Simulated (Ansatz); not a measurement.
**Geometry relaxation of Si₂NH₆ (charge +1) (part 2 of 2)**

Continued. System: Si₂NH₆, charge +1. Method: RKS PBE-D4/def2-SVP (Ansatz 0.2.0). 

Geometry of the input (Å):
```
N  -0.9718  0.9709  -1.2335
Si 0.1886  0.8147  -0.0707
Si 0.6110  -1.2546  0.9745
H  -1.5540  0.2096  -1.5575
H  -1.1805  1.8432  -1.7037
H  1.4192  -2.3986  1.2075
H  2.0330  -1.5170  0.6628
H  -0.3421  -2.1933  0.3459
H  0.3538  -0.9795  2.4052
```

Trajectory as extended XYZ, continued
```
9
Properties=species:S:1:pos:R:3:forces:R:3 step=6 energy=-17317.93111
N    -0.8137    0.8252   -1.1397   -0.7367   1.1752  -0.6520
Si    0.4549    1.1093   -0.0491    0.1760   0.2715  -0.0280
Si    0.5442   -1.5284    1.0911    1.4056  -1.4934  -0.4265
H    -1.2384   -0.0433   -1.4935    0.0336  -0.0538  -0.0459
H    -1.3208    1.6748   -1.5792    0.7913  -1.2801   0.7030
H     1.4506   -2.7611    1.3901   -0.6156   0.4086  -0.0540
H     1.8026   -0.9486    0.2163   -1.3607   0.2881   0.4355
H    -0.6100   -1.9711    0.1709    0.4286   0.4534   0.4989
H     0.2879   -0.8616    2.4236   -0.1221   0.2304  -0.4311
9
Properties=species:S:1:pos:R:3:forces:R:3 step=7 energy=-17318.29912
N    -0.7715    0.8221   -1.1469   -0.7632   0.3812  -0.4675
Si    0.4797    1.1126   -0.0624    0.6649   0.3534   0.3014
Si    0.5816   -1.6225    1.1070    0.5691  -0.3290  -0.4844
H    -1.1993   -0.0528   -1.4740    0.0315  -0.1551  -0.1183
H    -1.3144    1.6383   -1.5379    0.4475  -0.5577   0.3163
H     1.4482   -2.8238    1.4105   -0.2215   0.1036  -0.0273
H     1.6683   -0.8134    0.1764   -1.1584   0.0106   0.4667
H    -0.6128   -1.9426    0.1915    0.4488   0.2164   0.4920
H     0.2776   -0.8225    2.3663   -0.0186  -0.0233  -0.4790
9
Properties=species:S:1:pos:R:3:forces:R:3 step=8 energy=-17318.53492
N    -0.7653    0.8202   -1.1064   -0.1180  -0.4206  -0.2478
Si    0.5484    1.1479   -0.0949    0.4845   0.1949   0.1918
Si    0.5936   -1.6738    1.1047   -0.0516   0.2562  -0.2340
H    -1.1410   -0.0727   -1.4660    0.0716   0.0614   0.0588
H    -1.2958    1.6052   -1.5199   -0.0121   0.0576   0.0814
H     1.4655   -2.8478    1.4035    0.0461  -0.0213  -0.0365
H     1.4996   -0.7168    0.1662   -0.6797   0.0210   0.2223
H    -0.6138   -1.9539    0.2306    0.2315  -0.0060   0.2765
H     0.2663   -0.8130    2.3126    0.0277  -0.1432  -0.3125
9
Properties=species:S:1:pos:R:3:forces:R:3 step=9 energy=-17318.68519
N    -0.6808    0.8033   -1.0959   -0.3667  -0.1040  -0.1569
Si    0.6877    1.2302   -0.1837    0.2119  -0.1803   0.0616
Si    0.5519   -1.6850    1.0920   -0.2530   0.4156  -0.0502
H    -1.0185   -0.1219   -1.4199    0.1117   0.2212   0.1221
H    -1.3426    1.5431   -1.4151    0.2974  -0.2176   0.0828
H     1.4959   -2.8074    1.3545    0.1042   0.0124  -0.0614
H     1.3220   -0.6295    0.1372   -0.3462   0.0823   0.1131
H    -0.6681   -2.0111    0.2683    0.1690  -0.0475   0.1246
H     0.2098   -0.8264    2.2932    0.0718  -0.1821  -0.2357
9
Properties=species:S:1:pos:R:3:forces:R:3 step=10 energy=-17318.74036
N    -0.6577    0.7662   -1.0081    0.5140   0.5302   0.0742
Si    0.7923    1.2393   -0.2293   -0.2202  -0.2672  -0.0430
Si    0.5110   -1.6752    1.0657   -0.1726   0.3566   0.1035
H    -0.9692   -0.1525   -1.3104   -0.2095  -0.5389  -0.0190
H    -1.2668    1.4832   -1.4195   -0.1386   0.2110  -0.0511
H     1.5441   -2.7315    1.2810    0.0655   0.0934  -0.0823
H     1.1543   -0.5359    0.1074    0.0318  -0.1568   0.1427
H    -0.7022   -2.0633    0.2806    0.0493  -0.0776  -0.0356
H     0.1515   -0.8349    2.2631    0.0802  -0.1507  -0.0893
9
Properties=species:S:1:pos:R:3:forces:R:3 step=11 energy=-17318.76426
N    -0.6331    0.8074   -1.0876   -0.0256  -0.7153   0.3076
Si    0.7898    1.2068   -0.2121   -0.2630   0.0023  -0.3141
Si    0.5126   -1.6913    1.0831   -0.0350   0.0782   0.0749
H    -1.0904   -0.1310   -1.1984    0.3321   0.7676  -0.0199
H    -1.2016    1.5440   -1.5300   -0.0228   0.0310  -0.0551
H     1.6085   -2.6954    1.2579   -0.0084   0.1192  -0.0581
H     1.1046   -0.5359    0.1395    0.0420  -0.1354   0.0709
H    -0.6754   -2.1258    0.2911   -0.0361  -0.0769  -0.0465
H     0.1423   -0.8835    2.2869    0.0167  -0.0707   0.0404
9
Properties=species:S:1:pos:R:3:forces:R:3 step=12 energy=-17318.79644
N    -0.6315    0.8157   -1.0991    0.0241   0.0076   0.0497
Si    0.8755    1.1785   -0.3903   -0.0608   0.0450  -0.0109
Si    0.4877   -1.6898    1.1196   -0.0520  -0.3182   0.2081
H    -1.1152   -0.0871   -1.2050   -0.0390   0.0638   0.0408
H    -1.1847    1.5733   -1.5291    0.0190  -0.0191  -0.0966
H     1.6663   -2.6096    1.1957   -0.0636   0.0559  -0.0041
H     1.0280   -0.5012    0.2462    0.1487   0.1928  -0.1598
H    -0.6665   -2.1764    0.2986    0.0155   0.0009   0.0193
H     0.0977   -1.0082    2.3938    0.0079  -0.0287  -0.0464
9
Properties=species:S:1:pos:R:3:forces:R:3 step=13 energy=-17318.79030 accepted=F
N    -0.6568    0.8546   -1.0749   -0.3113   0.3778  -0.6776
Si    0.8778    1.1995   -0.4145   -0.1039  -0.1336   0.0049
Si    0.4919   -1.7150    1.1303    0.0414  -0.2377   0.1456
H    -1.1993   -0.0293   -1.0837    0.1003   0.3561  -0.0050
H    -1.1075    1.5775   -1.7023    0.2977  -0.6719   0.6353
H     1.7070   -2.5929    1.1768   -0.1121   0.0684   0.0074
H     1.0063   -0.4910    0.2730    0.0324   0.2459  -0.0768
H    -0.6479   -2.2308    0.3025    0.0420   0.0369   0.0335
H     0.0858   -1.0772    2.4234    0.0134  -0.0420  -0.0673
9
Properties=species:S:1:pos:R:3:forces:R:3 step=14 energy=-17318.81286
N    -0.6361    0.8320   -1.1141    0.0029   0.0682   0.0055
Si    0.8746    1.1887   -0.4094   -0.0615  -0.0170  -0.0259
Si    0.4922   -1.7111    1.1345   -0.0150  -0.0882   0.0753
H    -1.1652   -0.0501   -1.1517   -0.0121   0.0350   0.0161
H    -1.1489    1.5757   -1.6169    0.0452  -0.0570  -0.0133
H     1.6845   -2.6066    1.1758    0.0091   0.0001   0.0028
H     1.0130   -0.4750    0.2815    0.0488   0.0875  -0.0569
H    -0.6567   -2.1955    0.3093   -0.0158  -0.0096  -0.0100
H     0.0998   -1.0627    2.4215   -0.0015  -0.0191   0.0063
9
Properties=species:S:1:pos:R:3:forces:R:3 step=15 energy=-17318.82064
N    -0.6395    0.8438   -1.1366    0.0140   0.0209  -0.0005
Si    0.8783    1.1880   -0.4444   -0.0257  -0.0180  -0.0093
Si    0.4953   -1.7232    1.1533    0.0062  -0.0432   0.0332
H    -1.2106   -0.0125   -1.1157    0.0026   0.0405   0.0055
H    -1.1081    1.5709   -1.7009    0.0012  -0.0300  -0.0102
H     1.7076   -2.5943    1.1366   -0.0061   0.0127  -0.0051
H     0.9788   -0.4344    0.3399    0.0058   0.0291  -0.0017
H    -0.6548   -2.1975    0.3219   -0.0012  -0.0028   0.0013
H     0.1103   -1.1456    2.4764    0.0033  -0.0090  -0.0132
9
Properties=species:S:1:pos:R:3:forces:R:3 step=16 energy=-17318.81828 accepted=F
N    -0.6353    0.8575   -1.1844   -0.3350  -0.1048  -0.0315
Si    0.8863    1.1836   -0.4965    0.0235  -0.0930   0.0355
Si    0.4982   -1.7451    1.1825    0.0998   0.0592   0.0399
H    -1.2844    0.0548   -1.0551    0.2761   0.3856  -0.1236
H    -1.0450    1.5665   -1.8245    0.0405  -0.2486   0.1446
H     1.7494   -2.5655    1.0713   -0.1174   0.0793   0.0153
H     0.9143   -0.3766    0.4364   -0.0443  -0.0344   0.0290
H    -0.6521   -2.2126    0.3447    0.0165   0.0062   0.0219
H     0.1260   -1.2674    2.5562    0.0402  -0.0494  -0.1312
9
Properties=species:S:1:pos:R:3:forces:R:3 step=17 energy=-17318.82334
N    -0.6391    0.8551   -1.1585   -0.0131  -0.0310   0.0201
Si    0.8727    1.1815   -0.4468    0.0135   0.0174  -0.0253
Si    0.4990   -1.7410    1.1692   -0.0197   0.0690  -0.0272
H    -1.2427    0.0231   -1.0991    0.0184   0.0358  -0.0148
H    -1.0751    1.5670   -1.7662    0.0003  -0.0087   0.0029
H     1.7311   -2.5781    1.1023    0.0046  -0.0205   0.0011
H     0.9432   -0.4161    0.3800   -0.0187  -0.0073   0.0165
H    -0.6592   -2.2030    0.3423    0.0088  -0.0311   0.0079
H     0.1274   -1.1933    2.5072    0.0060  -0.0237   0.0187
9
Properties=species:S:1:pos:R:3:forces:R:3 step=18 energy=-17318.82393
N    -0.6437    0.8735   -1.1620   -0.0439  -0.0418  -0.1414
Si    0.8866    1.1795   -0.4819   -0.0154  -0.0042   0.0227
Si    0.4981   -1.7442    1.1803    0.0148   0.0457   0.0073
H    -1.2550    0.0453   -1.0933    0.0407   0.1281   0.0066
H    -1.0517    1.5668   -1.8143    0.0182  -0.0876   0.1070
H     1.7445   -2.5602    1.0727   -0.0172   0.0197  -0.0040
H     0.9033   -0.3851    0.4169   -0.0288  -0.0602   0.0385
H    -0.6616   -2.2265    0.3665    0.0115   0.0060  -0.0078
H     0.1370   -1.2538    2.5456    0.0200  -0.0056  -0.0289
9
Properties=species:S:1:pos:R:3:forces:R:3 step=19 energy=-17318.82684
N    -0.6326    0.8727   -1.1876    0.0095   0.0148  -0.0075
Si    0.8838    1.1726   -0.4751   -0.0031   0.0053  -0.0034
Si    0.4973   -1.7500    1.1895   -0.0062   0.0035  -0.0013
H    -1.2673    0.0683   -1.0996   -0.0100  -0.0037  -0.0007
H    -1.0352    1.5718   -1.8322    0.0039  -0.0081   0.0037
H     1.7556   -2.5402    1.0490   -0.0028   0.0036   0.0007
H     0.8638   -0.3824    0.4358   -0.0056  -0.0113   0.0069
H    -0.6658   -2.2431    0.3867    0.0091   0.0039   0.0085
H     0.1579   -1.2744    2.5640    0.0053  -0.0081  -0.0069
9
Properties=species:S:1:pos:R:3:forces:R:3 step=20 energy=-17318.82727
N    -0.6298    0.8787   -1.2027    0.0047   0.0152   0.0110
Si    0.8813    1.1694   -0.4754   -0.0019   0.0061  -0.0098
Si    0.4981   -1.7559    1.1982    0.0022  -0.0018  -0.0024
H    -1.2801    0.0883   -1.1027   -0.0057  -0.0114  -0.0067
H    -1.0176    1.5738   -1.8605    0.0081  -0.0060   0.0023
H     1.7658   -2.5270    1.0288   -0.0164   0.0108   0.0026
H     0.8346   -0.3748    0.4553   -0.0055  -0.0069   0.0045
H    -0.6692   -2.2549    0.4054    0.0086   0.0016   0.0107
H     0.1741   -1.3021    2.5840    0.0059  -0.0077  -0.0122
9
Properties=species:S:1:pos:R:3:forces:R:3 step=21 energy=-17318.82744
N    -0.6282    0.8854   -1.2123    0.0274  -0.0056   0.0226
Si    0.8780    1.1672   -0.4709   -0.0115   0.0086  -0.0130
Si    0.4979   -1.7610    1.2056    0.0114  -0.0112  -0.0030
H    -1.2860    0.1013   -1.1137   -0.0103  -0.0198  -0.0005
H    -1.0016    1.5756   -1.8825    0.0014   0.0186  -0.0093
H     1.7732   -2.5141    1.0089   -0.0270   0.0122   0.0047
H     0.8063   -0.3709    0.4702   -0.0011   0.0084  -0.0046
H    -0.6749   -2.2660    0.4251    0.0070  -0.0026   0.0129
H     0.1926   -1.3221    2.6001    0.0027  -0.0086  -0.0099
```

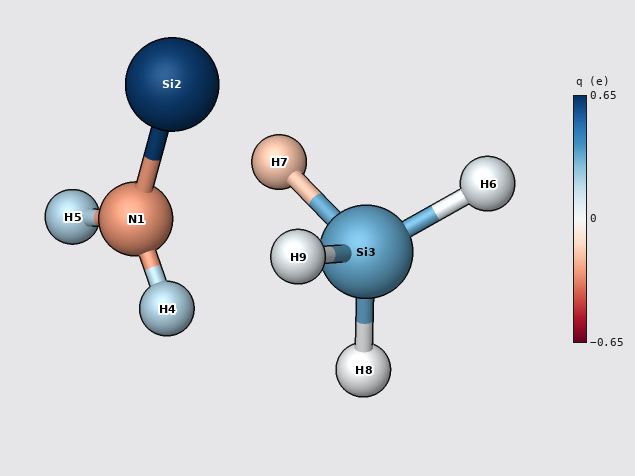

Mulliken charges, as the colour of each atom (ball-and-stick view, seen at a tilt; atoms are numbered from 1 in the order of the input). By element: N −0.28, Si +0.33 to +0.62 and H −0.18 to +0.20 e.

Key numbers

```tsv
quantity	value
outcome	converged
total energy	−17318.8275 eV
mean-field energy	−17318.6845 eV
dispersion energy	−0.1429 eV
SCF solution under orbital rotations	stable
largest force (length of the vector) at the end	0.036 eV/Å
wall time	24 s (CPU time 45 s)
peak memory	0.11 GiB
```
